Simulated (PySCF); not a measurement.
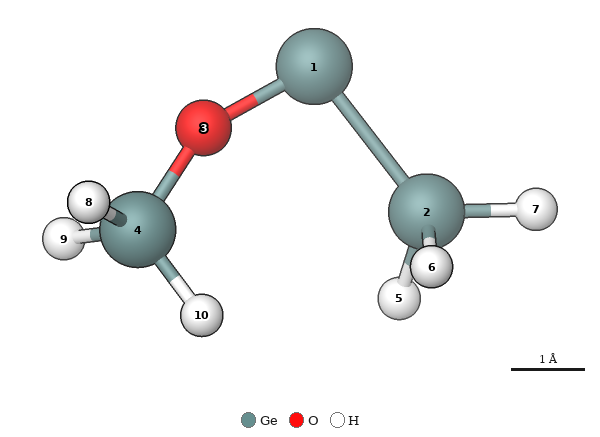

**Figure 1.** The input geometry (ball-and-stick view, seen at a tilt; atoms are numbered from 1 in the order of the input). Sticks mark near contacts. Bond lengths as drawn: Ge–Ge 2.53 Å, Ge–H 1.48 to 1.54 Å and Ge–O 1.71 to 1.79 Å.

Ge3H6O: geometry relaxation

- system: Ge3H6O, SMILES [GeH3][O][Ge][GeH3]
- method: PBE0-D3(BJ)/def2-SVP geometry optimisation, gas phase (PySCF 2.14.0)

The input:
```
{"job": {"xc": "PBE0", "basis": "def2-SVP", "d3": "d3bj", "grid": 2, "kind": "geom", "shake": 0.01}, "charge": 0, "multiplicity": 1}
Ge     0.813229     1.718038     1.025931
Ge     2.037895    -0.233674    -0.011966
O     -0.851916     1.215208     0.622705
Ge    -1.994570     0.128673    -0.050838
H      1.751648    -0.518602    -1.492369
H      1.683682    -1.607221     0.527591
H      3.564957    -0.399562    -0.050263
H     -2.919043    -0.183859     1.099710
H     -2.713196     0.939459    -1.090960
H     -1.331134    -1.084043    -0.578067
```

The first line tells a small driver script what to run in PySCF; the rest is the geometry in Å.

Machine: 1 CPU thread, shared host.

Launch command:
```bash
OMP_NUM_THREADS=1 python <driver script> task.json out
```

The program's output:
```
step   0  E = -6308.13135083  max force = 0.039155
step   1  E = -6308.14162863  max force = 0.018577
step   2  E = -6308.14264145  max force = 0.004949
step   3  E = -6308.14290715  max force = 0.002570
step   4  E = -6308.14297336  max force = 0.002276
step   5  E = -6308.14304502  max force = 0.001165
step   6  E = -6308.14307791  max force = 0.000556
step   7  E = -6308.14308966  max force = 0.000287
optimisation converged
```

Trajectory as extended XYZ (Å, eV, eV/Å), 8 frames, from step=0 to step=7:
```
10
Properties=species:S:1:pos:R:3:forces:R:3 step=0 energy=-171652.99725
Ge    0.8132    1.7180    1.0259   -0.3610   0.0986   0.0210
Ge    2.0379   -0.2337   -0.0120    0.3448  -0.4361  -0.4841
O    -0.8519    1.2152    0.6227    2.0134   1.4543   0.9153
Ge   -1.9946    0.1287   -0.0508   -1.3148  -0.3650  -0.1337
H     1.7516   -0.5186   -1.4924   -0.3216   0.2740  -0.4052
H     1.6837   -1.6072    0.5276   -0.4177  -0.4591   0.5399
H     3.5650   -0.3996   -0.0503    0.3227   0.4438   0.2562
H    -2.9190   -0.1839    1.0997   -0.4232  -0.2731   0.3584
H    -2.7132    0.9395   -1.0910   -0.3604   0.2008  -0.5968
H    -1.3311   -1.0840   -0.5781    0.5178  -0.9382  -0.4709
10
Properties=species:S:1:pos:R:3:forces:R:3 step=1 energy=-171653.27693
Ge    0.9051    1.7262    1.0288    0.3998   0.0256   0.0371
Ge    1.9914   -0.3133   -0.0555    0.2052  -0.3768  -0.1941
O    -0.7602    1.3104    0.6774   -0.9553  -0.4460  -0.3122
Ge   -1.9647    0.1489   -0.0349    0.3057   0.4007   0.2579
H     1.6280   -0.4931   -1.5624   -0.0209   0.1078   0.1197
H     1.5587   -1.6695    0.5841   -0.0165   0.1586   0.0260
H     3.5473   -0.3436   -0.0201   -0.1173   0.0843   0.0438
H    -2.9240   -0.2255    1.1160    0.1027   0.0283  -0.0978
H    -2.7056    0.9265   -1.1442    0.0924  -0.0769   0.0863
H    -1.2343   -1.0922   -0.5874    0.0042   0.0944   0.0333
10
Properties=species:S:1:pos:R:3:forces:R:3 step=2 energy=-171653.30449
Ge    0.9035    1.7160    1.0163    0.0640  -0.0469  -0.0255
Ge    1.9916   -0.3317   -0.0631    0.0436  -0.1622  -0.0793
O    -0.7839    1.3121    0.6747   -0.2545  -0.0700  -0.0575
Ge   -1.9634    0.1556   -0.0319    0.2278   0.1745   0.1192
H     1.6187   -0.4925   -1.5614   -0.0189   0.0492   0.0169
H     1.5498   -1.6666    0.5958   -0.0188   0.0467   0.0303
H     3.5396   -0.3413   -0.0173   -0.0121   0.0606   0.0341
H    -2.9111   -0.2366    1.1106   -0.0175  -0.0204   0.0012
H    -2.7009    0.9212   -1.1394   -0.0150  -0.0140  -0.0252
H    -1.2021   -1.0613   -0.5825    0.0013  -0.0175  -0.0141
10
Properties=species:S:1:pos:R:3:forces:R:3 step=3 energy=-171653.31172
Ge    0.9067    1.7137    1.0073    0.0160  -0.0453  -0.0266
Ge    1.9748   -0.3472   -0.0697   -0.0133  -0.0198  -0.0099
O    -0.7920    1.3264    0.6784    0.0108   0.1322   0.0688
Ge   -1.9424    0.1622   -0.0284    0.0249  -0.0498  -0.0224
H     1.5931   -0.4880   -1.5647    0.0009   0.0007  -0.0078
H     1.5195   -1.6636    0.6092   -0.0022  -0.0056   0.0068
H     3.5200   -0.3386   -0.0112    0.0120   0.0224   0.0139
H    -2.8906   -0.2576    1.1041   -0.0206  -0.0126   0.0086
H    -2.6906    0.9071   -1.1430   -0.0207  -0.0003  -0.0205
H    -1.1567   -1.0396   -0.5802   -0.0079  -0.0219  -0.0110
10
Properties=species:S:1:pos:R:3:forces:R:3 step=4 energy=-171653.31352
Ge    0.9088    1.7121    1.0015   -0.0010  -0.0362  -0.0227
Ge    1.9706   -0.3543   -0.0725   -0.0263   0.0149   0.0081
O    -0.7963    1.3386    0.6813    0.0379   0.1170   0.0621
Ge   -1.9372    0.1660   -0.0265   -0.0214  -0.0760  -0.0415
H     1.5948   -0.4900   -1.5693    0.0080  -0.0135  -0.0062
H     1.5127   -1.6672    0.6107    0.0060  -0.0123  -0.0055
H     3.5153   -0.3334   -0.0018    0.0065   0.0083   0.0062
H    -2.8874   -0.2636    1.1022   -0.0041  -0.0002   0.0042
H    -2.6926    0.9003   -1.1450   -0.0048   0.0027  -0.0036
H    -1.1468   -1.0337   -0.5788   -0.0008  -0.0049  -0.0010
10
Properties=species:S:1:pos:R:3:forces:R:3 step=5 energy=-171653.31547
Ge    0.9081    1.7119    0.9909   -0.0029  -0.0149  -0.0110
Ge    1.9595   -0.3642   -0.0759   -0.0305   0.0381   0.0200
O    -0.8058    1.3623    0.6860    0.0199   0.0491   0.0245
Ge   -1.9294    0.1708   -0.0246   -0.0420  -0.0599  -0.0348
H     1.6022   -0.5007   -1.5769    0.0124  -0.0216  -0.0022
H     1.5028   -1.6765    0.6088    0.0122  -0.0139  -0.0142
H     3.5030   -0.3240    0.0167    0.0025  -0.0066  -0.0022
H    -2.8790   -0.2738    1.1000    0.0112   0.0107  -0.0009
H    -2.6952    0.8898   -1.1475    0.0105   0.0045   0.0114
H    -1.1244   -1.0209   -0.5755    0.0067   0.0145   0.0094
10
Properties=species:S:1:pos:R:3:forces:R:3 step=6 energy=-171653.31636
Ge    0.9037    1.7132    0.9819   -0.0001   0.0003  -0.0021
Ge    1.9511   -0.3699   -0.0768   -0.0214   0.0286   0.0150
O    -0.8153    1.3791    0.6881    0.0029   0.0007  -0.0020
Ge   -1.9268    0.1737   -0.0244   -0.0282  -0.0227  -0.0135
H     1.6125   -0.5149   -1.5815    0.0095  -0.0156   0.0001
H     1.5006   -1.6856    0.6056    0.0098  -0.0088  -0.0108
H     3.4939   -0.3170    0.0308   -0.0005  -0.0079  -0.0033
H    -2.8722   -0.2808    1.0999    0.0108   0.0094  -0.0030
H    -2.6989    0.8851   -1.1478    0.0101   0.0022   0.0113
H    -1.1067   -1.0082   -0.5739    0.0070   0.0137   0.0084
10
Properties=species:S:1:pos:R:3:forces:R:3 step=7 energy=-171653.31668
Ge    0.8993    1.7155    0.9755    0.0013   0.0049   0.0013
Ge    1.9466   -0.3720   -0.0760   -0.0084   0.0077   0.0043
O    -0.8216    1.3870    0.6876   -0.0039  -0.0148  -0.0108
Ge   -1.9275    0.1750   -0.0252   -0.0045   0.0047   0.0034
H     1.6213   -0.5272   -1.5827    0.0036  -0.0051   0.0007
H     1.5027   -1.6914    0.6040    0.0032  -0.0020  -0.0029
H     3.4889   -0.3135    0.0392   -0.0004  -0.0025  -0.0007
H    -2.8676   -0.2849    1.1006    0.0033   0.0030  -0.0017
H    -2.7034    0.8850   -1.1461    0.0028  -0.0003   0.0037
H    -1.0969   -0.9986   -0.5751    0.0030   0.0042   0.0027
```

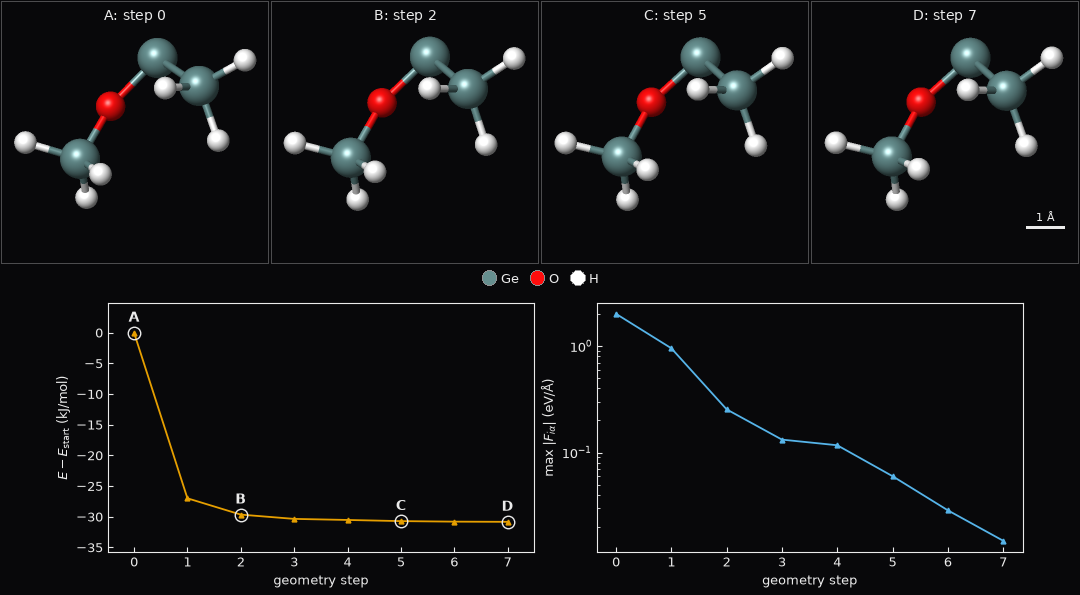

**Figure 2.** Frames of the relaxation (ball-and-stick view, seen at a tilt) above the curves, on which the letters mark them (steps are counted from 0).

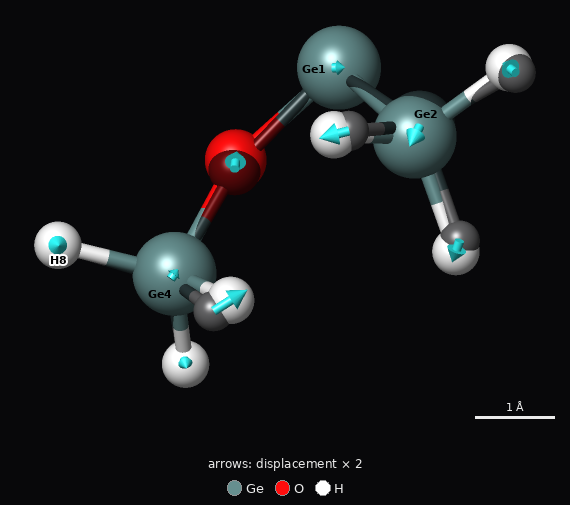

**Figure 3.** Start (faint) and end (solid) with the displacements as teal arrows, magnified 2 times (ball-and-stick view, seen at a tilt). The two geometries are laid on each other by the best rigid fit. The largest move after the best rigid fit is that of H10, 0.25 Å. Largest moves by element: H 0.25 Å, O 0.18 Å, Ge 0.17 Å. Among the contacts that change: O3–Ge4 1.715 → 1.789 Å, Ge4–H10 1.479 → 1.539 Å, Ge4–H9 1.502 → 1.537 Å, Ge1–Ge2 2.527 → 2.561 Å. Among the angles that change: Ge1–Ge2–H7 125.1° → 110.2°, Ge1–O3–Ge4 152.7° → 142.1°, H5–Ge2–H6 97.6° → 106.3°. The energy falls by 30.8 kJ/mol in 7 geometry steps. Largest force component: 2 eV/Å at the start, 0.015 eV/Å at the end. (Atoms are counted from 1 in the order of the input.)

Results in brief:

```tsv
quantity	value
outcome	converged
total energy	−6308.143090 hartree
dipole moment	1.02 D
point group	Cs
wall time	2.4 min
peak memory	0.63 GiB
```
